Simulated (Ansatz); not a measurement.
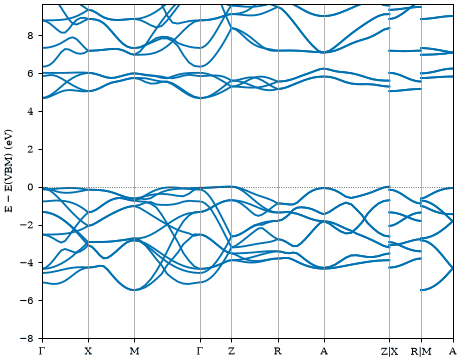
*Band structure from PBE in the plane-wave PAW code Ansatz*

Question: Read off the gap and where the band edges lie.

Answer: About 4.7 eV (4.67 eV by a search for the band edges); maximum at Z, minimum at Γ.

The material is HfO2 in space group P4_2/nmc (No. 137; Hf on 2a, O on 4d).

This is a known high-temperature phase of the composition, computed here at zero pressure and temperature. The PBE relaxation kept the symmetry of its start; its stability against distortions is not shown here. The run is not spin-polarised. Scalar-relativistic: spin–orbit coupling is off unless named, which matters more the heavier the elements.

Potentials: the later of the program's two PAW sets.
